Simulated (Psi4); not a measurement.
# TPSSh/cc-pVTZ run of SiO2 (silicon dioxide molecule)

What is the vertical ionisation energy of SiO2 (silicon dioxide molecule) at TPSSh/cc-pVTZ? 

Program for the calculation: Psi4 1.11.

1 further run of the same task is left out (it didn't finish).

### 1 Starting point

The species is SiO2 (3 atoms), meant as a singlet with charge 0. SMILES: `O=[Si]=O`. Geometry: relaxed at PBE0-D4/def2-TZVP.

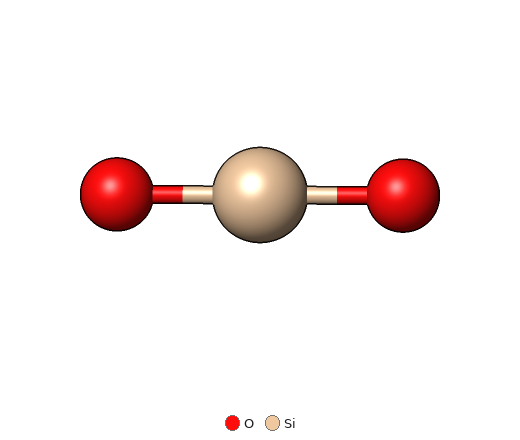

The structure, seen from a chosen angle (oxygen red, silicon light orange).

### 2 The energy at TPSSh/cc-pVTZ

run.py reads:

```python
import numpy as np
from ase.calculators.psi4 import Psi4
from ase import Atoms

mol = Atoms(['O', 'Si', 'O'], positions=[
    [0.697730, 1.229600, 0.518760],
    [-0.000010, 0.000000, 0.000000],
    [-0.697730, -1.229610, -0.518760],
])
calc = Psi4(atoms=mol, method='tpssh', basis='cc-pVTZ', memory='2200MB', num_threads=1, charge=0, multiplicity=1, label='o2si')
calc.psi4.set_options({'puream': True, 'e_convergence': 1e-09, 'd_convergence': 1e-08, 'scf_type': 'pk', 'dft_radial_points': 99, 'dft_spherical_points': 590})
mol.calc = calc

print(f'energy: {mol.get_potential_energy():.6f} eV')
```

On the command line:

```bash
python run.py
```

o2si.dat (excerpt; [...] marks lines left out):

```text
[...]
  Running in c1 symmetry.
[...]
  Nuclear repulsion =   89.956438948079580
[...]
  Multiplicity = 1
[...]
  Nalpha       = 15
  Nbeta        = 15
[...]
    Number of basis functions: 94
[...]
   @RKS iter   1:  -439.55389756496010   -1.27193e-01   1.19959e-02 DIIS/ADIIS
[...]
   @RKS iter  11:  -440.02388098470055   -1.25056e-12   1.65486e-09 DIIS
[...]
    Orbital Energies [Eh]
    ---------------------
    Doubly Occupied:
       1A    -66.075866     2A    -19.080774     3A    -19.080774
       4A     -5.297510     5A     -3.647579     6A     -3.647579
       7A     -3.638982     8A     -0.974281     9A     -0.950708
      10A     -0.449978    11A     -0.379342    12A     -0.369404
      13A     -0.369404    14A     -0.329951    15A     -0.329951
[...]
  @RKS Final Energy:  -440.02388098470055
   => Energetics <=
    Nuclear Repulsion Energy =             89.9564389480795796
    One-Electron Energy =                -787.2125747085663079
    Two-Electron Energy =                 291.6809783571929415
    DFT Exchange-Correlation Energy =     -34.4487235814068171
    Empirical Dispersion Energy =           0.0000000000000000
    VV10 Nonlocal Energy =                  0.0000000000000000
    Total Energy =                       -440.0238809847005541
[...]
 Multipole Moments:
 ------------------------------------------------------------------------------------
     Multipole            Electronic (a.u.)      Nuclear  (a.u.)        Total (a.u.)
 ------------------------------------------------------------------------------------
 L = 1.  Multiply by 2.5417464519 to convert [e a0] to [Debye]
 Dipole X            :         -0.0000195           -0.0000001           -0.0000196
 Dipole Y            :          0.0000096            0.0000000            0.0000097
 Dipole Z            :         -0.0000000            0.0000000           -0.0000000
 Magnitude           :                                                    0.0000218
[...]
```

Standard output:

```text
energy: -11973.659685 eV
```

Run time: 37 s. Hardware: 1 thread of Intel Xeon at 2.50GHz (Skylake/Cascade Lake), shared host; peak memory 1.5 GiB.

### 3 The doublet cation at the same level

job.dat reads:

```
memory 2200 mb

molecule molecule1 {
  1 2
  O      0.697730     1.229600     0.518760
  Si    -0.000010     0.000000     0.000000
  O     -0.697730    -1.229610    -0.518760
  symmetry c1
}

set basis cc-pVTZ
set reference uks
set puream true
set e_convergence 1e-09
set d_convergence 1e-08
set scf_type pk
set dft_radial_points 99
set dft_spherical_points 590
set maxiter 100

E, wfn = energy("tpssh", return_wfn=True)
oeprop(wfn, "QUADRUPOLE", "LOWDIN_CHARGES", "MULLIKEN_CHARGES", title="TPSSH")
print_variables()
```

On the command line:

```bash
psi4 job.dat job.out -n 1
```

job.out (excerpt; [...] marks lines left out):

```text
[...]
  Running in c1 symmetry.
[...]
  Nuclear repulsion =   89.956438948079580
[...]
  Multiplicity = 2
[...]
  Nalpha       = 15
  Nbeta        = 14
[...]
    Number of basis functions: 94
[...]
   @UKS iter   1:  -439.35741835444679    6.92863e-02   7.94593e-03 ADIIS/DIIS
[...]
   @UKS iter  12:  -439.57351321025669   -2.94449e-11   7.79524e-09 DIIS
[...]
   @S^2 Observed:                7.822255532E-01
[...]
  @UKS Final Energy:  -439.57351321025669
   => Energetics <=
    Nuclear Repulsion Energy =             89.9564389480795796
    One-Electron Energy =                -777.4132446043583968
    Two-Electron Energy =                 282.0227763065316253
    DFT Exchange-Correlation Energy =     -34.1394838605095003
    Empirical Dispersion Energy =           0.0000000000000000
    VV10 Nonlocal Energy =                  0.0000000000000000
    Total Energy =                       -439.5735132102566922
[...]
 Multipole Moments:
 ------------------------------------------------------------------------------------
     Multipole            Electronic (a.u.)      Nuclear  (a.u.)        Total (a.u.)
 ------------------------------------------------------------------------------------
 L = 1.  Multiply by 2.5417464519 to convert [e a0] to [Debye]
 Dipole X            :         -0.0000242           -0.0000001           -0.0000243
 Dipole Y            :         -0.0000009           -0.0000000           -0.0000009
 Dipole Z            :          0.0000041           -0.0000000            0.0000041
 Magnitude           :                                                    0.0000246
 L = 2.  Multiply by 1.3450342976 to convert [e a0^2] to [Debye ang]
 Quadrupole XX       :        -12.3271802            0.0000000          -12.3271802
 Quadrupole XY       :          0.3202167            0.0000000            0.3202167
[...]
  Mulliken Charges: (a.u.)
   Center  Symbol    Alpha    Beta     Spin     Total
       1     O     4.29153  3.71978  0.57175 -0.01130
       2    SI     6.41695  6.56045 -0.14350  1.02261
       3     O     4.29153  3.71978  0.57175 -0.01130
   Total alpha = 15.00000, Total beta = 14.00000, Total charge =  1.00000
  Lowdin Charges: (a.u.)
   Center  Symbol    Alpha    Beta     Spin     Total
       1     O     4.12710  3.61032  0.51678  0.26258
       2    SI     6.74581  6.77935 -0.03355  0.47484
       3     O     4.12710  3.61032  0.51677  0.26258
[...]
```

Wall time 60 s (1 thread of Intel Xeon at 2.50GHz (Skylake/Cascade Lake), shared host); peak memory 1.5 GiB.

### 4 Summary of results

Level: TPSSh/cc-pVTZ.

```
                                          quantity          value
                        singlet SiO2: total energy  -440.02388 Eh
                       singlet SiO2: dipole moment         0.00 D
                         singlet SiO2: HOMO energy       -8.98 eV
                         singlet SiO2: LUMO energy       -3.74 eV
                       singlet SiO2: HOMO–LUMO gap        5.24 eV
                      doublet cation: total energy  -439.57351 Eh
doublet cation: HOMO energy (highest over α and β)      -17.32 eV
 doublet cation: LUMO energy (lowest over α and β)      -15.54 eV
                              doublet cation: ⟨S²⟩          0.782
vertical ionisation energy (to the doublet cation)      12.255 eV
```

In words: Removing an electron at fixed nuclei costs 12.26 eV (283 kcal/mol). The negative HOMO energy of the first species, 8.98 eV, lies 3.28 eV below that difference.
